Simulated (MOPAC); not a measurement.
Frequency calculation, with input and output: CH$_{4}$F$_{2}$Si (part 1 of 2)

System: CH$_{4}$F$_{2}$Si.
Method: PM7, closed shell, dispersion built in, COSMO solvent water (MOPAC 23.2.5).

The geometry was optimised with PM7.

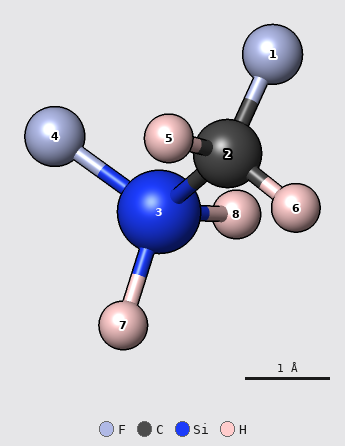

Fig. 1: The input geometry (ball-and-stick view, seen at an oblique angle; atoms are numbered from 1 in the order of the input).

**Results in brief**

- outcome: converged
- heat of formation: −153.46 kcal/mol
- basis functions: 25
- zero-point energy: 0.047049 hartree
- wavenumbers, lowest and highest: 71 and 2649 cm⁻¹
- hardware: 1 thread of Arm Neoverse N1, 98 GiB of memory available, shared host
- peak memory: 0.11 GiB

**Remarks**

MOPAC's energies along a path are heats of formation.

**Input (mol.mop)**
```
PM7 SINGLET FORCE THERMO(200,400,100) EPS=78.4 AUX(PRECISION=9) THREADS=1
PM7 frequencies

F      0.000000 1     0.000000 1     0.000000 1
C      1.363200 1     0.000000 1     0.000000 1
Si     1.869587 1     1.786429 1     0.000000 1
F      1.478004 1     2.410018 1    -1.400347 1
H      1.729823 1    -0.579635 1    -0.896373 1
H      1.727355 1    -0.581438 1     0.896413 1
H      3.317059 1     1.846254 1     0.194033 1
H      1.206993 1     2.513917 1     1.079737 1
```

Run as:
```bash
mopac mol.mop
```

**Output**
```
MOPAC v23.2.5
PM7 CALCULATION RESULTS

 *  PM7        - The PM7 Hamiltonian to be used
 *  SINGLET    - SPIN STATE DEFINED AS A SINGLET
 *  EPS=78.4   - USE COSMO IMPLICIT SOLVATION MODEL
 *  FORCE      - FORCE CALCULATION SPECIFIED
 *  THREADS=1  - MULTI-THREADING NOT USED
 *  AUX        - OUTPUT AUXILIARY INFORMATION
 *  THERMO     - THERMODYNAMIC QUANTITIES TO BE CALCULATED
PM7 SINGLET FORCE THERMO(200,400,100) EPS=78.4 AUX(PRECISION=9) THREADS=1
 PM7 frequencies

   ATOM   CHEMICAL          X               Y               Z
  NUMBER   SYMBOL      (ANGSTROMS)     (ANGSTROMS)     (ANGSTROMS)

     1       F          0.00000000  *   0.00000000  *   0.00000000  *
     2       C          1.36320000  *   0.00000000  *   0.00000000  *
     3      Si          1.86958700  *   1.78642900  *   0.00000000  *
     4       F          1.47800400  *   2.41001800  *  -1.40034700  *
     5       H          1.72982300  *  -0.57963500  *  -0.89637300  *
     6       H          1.72735500  *  -0.58143800  *   0.89641300  *
     7       H          3.31705900  *   1.84625400  *   0.19403300  *
     8       H          1.20699300  *   2.51391700  *   1.07973700  *

          CARTESIAN COORDINATES

    NO.       ATOM           X           Y           Z

     1         F          0.0000      0.0000      0.0000
     2         C          1.3632      0.0000      0.0000
     3        Si          1.8696      1.7864      0.0000
     4         F          1.4780      2.4100     -1.4003
     5         H          1.7298     -0.5796     -0.8964
     6         H          1.7274     -0.5814      0.8964
     7         H          3.3171      1.8463      0.1940
     8         H          1.2070      2.5139      1.0797

           Empirical Formula: C H4 F2 Si  =     8 atoms

      MOLECULAR POINT GROUP   :   C1

 SINGLET STATE CALCULATION

      RHF CALCULATION, NO. OF DOUBLY OCCUPIED LEVELS = 13

          HEAT OF FORMATION =    -153.457138 KCALS/MOLE

          CARTESIAN COORDINATE DERIVATIVES

   NUMBER  ATOM         X            Y            Z

     1       F      0.320425    -0.249146     0.463527
     2       C      0.219597     0.647099    -1.201413
     3      Si      0.282449     0.033585     0.529888
     4       F     -0.025083    -0.081321    -0.042769
     5       H     -0.129043    -0.442179     0.584927
     6       H     -0.308121     0.182451    -0.436851
     7       H     -0.240375    -0.162759     0.008680
     8       H     -0.119849     0.072268     0.094011

 DIPOLE           X         Y         Z       TOTAL
 POINT-CHG.     3.349    -1.169     3.294     4.841
 HYBRID        -0.888    -0.138    -1.264     1.551
 SUM            2.461    -1.306     2.029     3.447

          GRADIENT NORM =   1.90968

                              **** WARNING ****

           GRADIENT IS VERY LARGE FOR A THERMO CALCULATION
           RESULTS ARE LIKELY TO BE INACCURATE IF THERE ARE
           ANY LOW-LYING VIBRATIONS (LESS THAN ABOUT 400CM-1)
           GRADIENT NORM SHOULD BE LESS THAN ABOUT 1.0 FOR THERMO
           TO GIVE ACCURATE RESULTS

          MOLECULAR WEIGHT =   82.12

          ROTATIONAL CONSTANTS IN CM(-1)

          A =    0.37963314   B =    0.12386956   C =    0.10666782

           PRINCIPAL MOMENTS OF INERTIA IN UNITS OF 10**(-40)*GRAM-CM**2

          A =       73.7363   B =      225.9857   C =      262.4292

          ORIENTATION OF MOLECULE IN FORCE CALCULATION

    NO.       ATOM         X         Y         Z

     1          F      -1.2786   -1.2077    0.3083
     2          C       0.0846   -1.2077    0.3083
     3         Si       0.5910    0.5787    0.3083
     4          F       0.1994    1.2023   -1.0920
     5          H       0.4512   -1.7874   -0.5881
     6          H       0.4487   -1.7892    1.2047
     7          H       2.0384    0.6385    0.5023
     8          H      -0.0716    1.3062    1.3881

    FIRST DERIVATIVES WILL BE USED IN THE CALCULATION OF SECOND DERIVATIVES

          ESTIMATED TIME TO COMPLETE CALCULATION =        0.75 SECONDS

    FOR POINT-GROUP C1   THERE ARE   1 UNIQUE SYMMETRY FUNCTIONS.

 STEP:   1 TIME =     0.02 SECS, INTEGRAL =      0.02 TIME LEFT: 172799.97
 STEP:   2 TIME =     0.01 SECS, INTEGRAL =      0.02 TIME LEFT: 172799.96
 STEP:   3 TIME =     0.02 SECS, INTEGRAL =      0.04 TIME LEFT: 172799.95
 STEP:   4 TIME =     0.02 SECS, INTEGRAL =      0.05 TIME LEFT: 172799.93
 STEP:   5 TIME =     0.02 SECS, INTEGRAL =      0.07 TIME LEFT: 172799.91
 STEP:   6 TIME =     0.02 SECS, INTEGRAL =      0.09 TIME LEFT: 172799.90
 STEP:   7 TIME =     0.02 SECS, INTEGRAL =      0.10 TIME LEFT: 172799.88
 STEP:   8 TIME =     0.01 SECS, INTEGRAL =      0.11 TIME LEFT: 172799.88
 STEP:   9 TIME =     0.02 SECS, INTEGRAL =      0.12 TIME LEFT: 172799.86
 STEP:  10 TIME =     0.02 SECS, INTEGRAL =      0.14 TIME LEFT: 172799.84
 STEP:  11 TIME =     0.01 SECS, INTEGRAL =      0.15 TIME LEFT: 172799.84
 STEP:  12 TIME =     0.02 SECS, INTEGRAL =      0.16 TIME LEFT: 172799.82
 STEP:  13 TIME =     0.02 SECS, INTEGRAL =      0.18 TIME LEFT: 172799.80
 STEP:  14 TIME =     0.02 SECS, INTEGRAL =      0.20 TIME LEFT: 172799.79
 STEP:  15 TIME =     0.01 SECS, INTEGRAL =      0.20 TIME LEFT: 172799.78
 STEP:  16 TIME =     0.02 SECS, INTEGRAL =      0.22 TIME LEFT: 172799.77
 STEP:  17 TIME =     0.02 SECS, INTEGRAL =      0.23 TIME LEFT: 172799.75
 STEP:  18 TIME =     0.01 SECS, INTEGRAL =      0.24 TIME LEFT: 172799.74
 STEP:  19 TIME =     0.02 SECS, INTEGRAL =      0.26 TIME LEFT: 172799.73
 STEP:  20 TIME =     0.02 SECS, INTEGRAL =      0.27 TIME LEFT: 172799.71
 STEP:  21 TIME =     0.01 SECS, INTEGRAL =      0.28 TIME LEFT: 172799.70
 STEP:  22 TIME =     0.02 SECS, INTEGRAL =      0.30 TIME LEFT: 172799.69
 STEP:  23 TIME =     0.01 SECS, INTEGRAL =      0.30 TIME LEFT: 172799.68
 STEP:  24 TIME =     0.02 SECS, INTEGRAL =      0.32 TIME LEFT: 172799.66

(To convert to Hartree/Bohr^2, multiply by (10^(-21) x N x a0^2)/(4.184 x 627.51) =  0.0642)

           FORCE MATRIX IN MILLIDYNES/ANGSTROM

                  F  1       C  2      Si  3       F  4       H  5       H  6
 ------------------------------------------------------------------------------
     F    1   8.505117
     C    2   7.039202  11.642682
    Si    3   0.616424   1.886638   9.357161
     F    4   0.031913   0.340281   4.863094   5.380118
     H    5   0.824920   3.120809   0.461277   0.029127   3.917075
     H    6   0.814579   3.140608   0.472795   0.039533   0.435093   3.924625
     H    7   0.046923   0.193719   2.814539   0.296652   0.014099   0.009303
     H    8   0.031537   0.208147   2.868524   0.293817   0.024628   0.012392

                  H  7       H  8
 ------------------------------
     H    7   3.055363
     H    8   0.153645   3.098965

          HEAT OF FORMATION =    -153.457138 KCALS/MOLE

          ZERO POINT ENERGY      29.524 KCAL/MOL

           NORMAL COORDINATE ANALYSIS (Total motion = 1 Angstrom)

   Root No.       1         2         3         4         5         6         7         8

                 1 A       2 A       3 A       4 A       5 A       6 A       7 A       8 A

                  71.5     204.9     300.4     557.0     701.1     720.2     776.0     804.8

           1   -0.0098   -0.0332    0.0466   -0.0276    0.0097    0.0016   -0.0029   -0.0026
           2   -0.0464   -0.0907    0.0793   -0.0138   -0.0025    0.0036   -0.0028   -0.0009
           3    0.0898   -0.0026    0.0088    0.0023    0.0015   -0.0026   -0.0067    0.0010
           4   -0.0102   -0.0353    0.0484   -0.0206    0.0050    0.0001    0.0007    0.0005
           5   -0.0023    0.0019   -0.0696   -0.0111    0.1124   -0.0665    0.0375   -0.0118
           6   -0.0725    0.0771    0.0436   -0.0030   -0.0082    0.0197    0.0453   -0.0104
           7   -0.0409    0.0166   -0.0512    0.0534    0.0025    0.0164   -0.0046   -0.0102
           8    0.0069   -0.0018   -0.0581    0.0076   -0.0456    0.0128   -0.0382   -0.0024
           9   -0.0039   -0.0398   -0.0354   -0.0117   -0.0214    0.0039   -0.0007   -0.0163
          10    0.0868    0.0236    0.0098   -0.0194   -0.0154   -0.0208    0.0068   -0.0000
          11    0.0369    0.0942    0.0657    0.0035   -0.0069    0.0176    0.0103   -0.0025
          12   -0.0264    0.0015    0.0023    0.0070    0.0258   -0.0082    0.0001   -0.0009
          13   -0.0987    0.0438    0.0377   -0.0390    0.0476   -0.0154    0.0127   -0.0068
          14    0.0647   -0.0734   -0.1723   -0.0657    0.0903    0.0266    0.2045   -0.0542
          15   -0.1517    0.1580    0.1128    0.0328    0.0102   -0.0493   -0.0833    0.0181
          16    0.1123   -0.0623   -0.0170   -0.0400    0.0499   -0.0299    0.0043   -0.0060
          17   -0.0496    0.1089   -0.0075    0.0351    0.1571   -0.1785   -0.1534    0.0171
          18   -0.1516    0.1616    0.1102    0.0352    0.0211   -0.0571   -0.0889    0.0128
          19   -0.0588    0.0321   -0.0695    0.0021   -0.0343   -0.0074    0.0016   -0.0626
          20    0.0231   -0.1193    0.0512    0.3259   -0.2014   -0.1273    0.3000    0.2254
          21    0.1283   -0.1042    0.0681    0.1959    0.2888    0.1974   -0.1382    0.3581
          22   -0.1458    0.1247   -0.1644   -0.2790   -0.0835   -0.0441    0.0276    0.4038
          23   -0.0245    0.0438   -0.1562   -0.1821    0.0618    0.3148    0.1254    0.0811
          24   -0.0474   -0.0031   -0.0345   -0.0778   -0.1388   -0.2319   -0.0848    0.1858

   Root No.       9        10        11        12        13        14        15        16

                 9 A      10 A      11 A      12 A      13 A      14 A      15 A      16 A

                 816.7     892.4    1143.5    1192.7    1271.9    1377.9    2292.0    2314.9

           1   -0.0004   -0.0023   -0.0010   -0.0218    0.0813   -0.0834    0.0005    0.0003
           2    0.0005    0.0019   -0.0003    0.0122   -0.0087   -0.0095   -0.0000    0.0001
           3    0.0058   -0.0077    0.0303   -0.0003    0.0000   -0.0002   -0.0000    0.0000
           4    0.0009   -0.0008    0.0008    0.0008   -0.0656    0.1873   -0.0016   -0.0005
           5   -0.0052   -0.0352    0.0006   -0.0746   -0.0031    0.0151   -0.0005   -0.0009
           6   -0.0542    0.0545   -0.0537    0.0000   -0.0004    0.0000   -0.0001   -0.0000
           7   -0.0073   -0.0293   -0.0003    0.0026   -0.0019   -0.0036   -0.0275    0.0016
           8   -0.0051    0.0716    0.0003   -0.0034   -0.0013   -0.0003    0.0037   -0.0119
           9    0.0009   -0.1304   -0.0035    0.0016    0.0003    0.0006    0.0036   -0.0190
          10    0.0102    0.0511    0.0009   -0.0004    0.0001    0.0002   -0.0009   -0.0000
          11   -0.0094   -0.0776   -0.0007    0.0010    0.0001    0.0003    0.0001   -0.0003
          12    0.0347    0.1792    0.0017   -0.0017   -0.0001   -0.0005    0.0002   -0.0009
          13   -0.0111   -0.0211    0.4267    0.1613   -0.3473   -0.2900   -0.0024    0.0014
          14   -0.1949    0.1725    0.1144    0.3562    0.1096    0.0120    0.0028    0.0009
          15    0.0806   -0.0982    0.0680   -0.1806   -0.1972   -0.1816    0.0036   -0.0020
          16    0.0089    0.0034   -0.4259    0.1691   -0.3478   -0.2823   -0.0017   -0.0014
          17    0.1729   -0.1965   -0.1078    0.3496    0.1068    0.0146    0.0001    0.0023
          18    0.0749   -0.0893    0.0721    0.1808    0.1979    0.1807   -0.0005   -0.0028
          19    0.0069   -0.0365   -0.0006    0.0014   -0.0062    0.0045    0.6875    0.2714
          20    0.1411   -0.0461    0.0048    0.0205    0.0141   -0.0345    0.0316    0.0040
          21   -0.1366   -0.0286   -0.0076   -0.0012   -0.0030   -0.0023    0.0971    0.0315
          22    0.0036   -0.0381   -0.0012    0.0066    0.0031    0.0047    0.1088   -0.3166
          23    0.2506   -0.0782   -0.0090    0.0100    0.0050    0.0101   -0.1344    0.3405
          24   -0.1596   -0.0314    0.0011   -0.0073   -0.0004   -0.0013   -0.2035    0.5172

   Root No.      17        18

                17 A      18 A

                2565.7    2648.9

           1    0.0002   -0.0033
           2   -0.0000    0.0013
           3   -0.0019   -0.0001
           4    0.0011   -0.0226
           5   -0.0010    0.0317
           6   -0.0547   -0.0024
           7    0.0001    0.0002
           8   -0.0001    0.0024
           9   -0.0009   -0.0003
          10   -0.0000    0.0001
          11   -0.0001   -0.0002
          12    0.0000    0.0003
          13   -0.1725    0.1530
          14    0.2639   -0.2212
          15    0.3746   -0.3651
          16    0.1576    0.1680
          17   -0.2485   -0.2431
          18    0.3370    0.3969
          19   -0.0014    0.0040
          20   -0.0002    0.0010
          21   -0.0006    0.0010
          22   -0.0012   -0.0014
          23    0.0030   -0.0008
          24    0.0019    0.0015

           MASS-WEIGHTED COORDINATE ANALYSIS (NORMAL COORDINATES)

   Root No.       1         2         3         4         5         6         7         8

                 1 A       2 A       3 A       4 A       5 A       6 A       7 A       8 A

                  71.5     204.9     300.4     557.0     701.1     720.2     776.0     804.8

           1   -0.0545   -0.1847    0.2463   -0.1916    0.0636    0.0122   -0.0227   -0.0179
           2   -0.2586   -0.5045    0.4189   -0.0958   -0.0163    0.0273   -0.0225   -0.0058
           3    0.5002   -0.0147    0.0463    0.0160    0.0097   -0.0193   -0.0531    0.0069
           4   -0.0451   -0.1559    0.2033   -0.1139    0.0263    0.0009    0.0043    0.0030
           5   -0.0100    0.0086   -0.2922   -0.0614    0.5878   -0.3968    0.2366   -0.0641
           6   -0.3212    0.3411    0.1833   -0.0168   -0.0426    0.1176    0.2855   -0.0564
           7   -0.2772    0.1123   -0.3290    0.4510    0.0198    0.1494   -0.0447   -0.0850
           8    0.0468   -0.0121   -0.3733    0.0645   -0.3647    0.1165   -0.3683   -0.0197
           9   -0.0264   -0.2694   -0.2271   -0.0989   -0.1715    0.0359   -0.0071   -0.1349
          10    0.4838    0.1313    0.0518   -0.1349   -0.1015   -0.1560    0.0542   -0.0000
          11    0.2056    0.5241    0.3470    0.0245   -0.0453    0.1324    0.0818   -0.0168
          12   -0.1470    0.0084    0.0122    0.0489    0.1695   -0.0616    0.0009   -0.0061
          13   -0.1267    0.0561    0.0458   -0.0624    0.0721   -0.0265    0.0232   -0.0107
          14    0.0831   -0.0940   -0.2096   -0.1051    0.1367    0.0460    0.3736   -0.0852
          15   -0.1947    0.2024    0.1372    0.0525    0.0155   -0.0851   -0.1521    0.0285
          16    0.1442   -0.0798   -0.0207   -0.0641    0.0756   -0.0516    0.0078   -0.0094
          17   -0.0637    0.1395   -0.0092    0.0562    0.2379   -0.3084   -0.2803    0.0269
          18   -0.1946    0.2070    0.1341    0.0563    0.0319   -0.0987   -0.1623    0.0201
          19   -0.0754    0.0411   -0.0845    0.0033   -0.0519   -0.0129    0.0030   -0.0984
          20    0.0297   -0.1528    0.0623    0.5215   -0.3051   -0.2199    0.5481    0.3544
          21    0.1647   -0.1335    0.0828    0.3136    0.4375    0.3410   -0.2524    0.5629
          22   -0.1871    0.1598   -0.2000   -0.4466   -0.1265   -0.0762    0.0504    0.6349
          23   -0.0315    0.0562   -0.1900   -0.2915    0.0936    0.5439    0.2290    0.1275
          24   -0.0609   -0.0039   -0.0420   -0.1245   -0.2103   -0.4007   -0.1549    0.2921

   Root No.       9        10        11        12        13        14        15        16

                 9 A      10 A      11 A      12 A      13 A      14 A      15 A      16 A

                 816.7     892.4    1143.5    1192.7    1271.9    1377.9    2292.0    2314.9
```
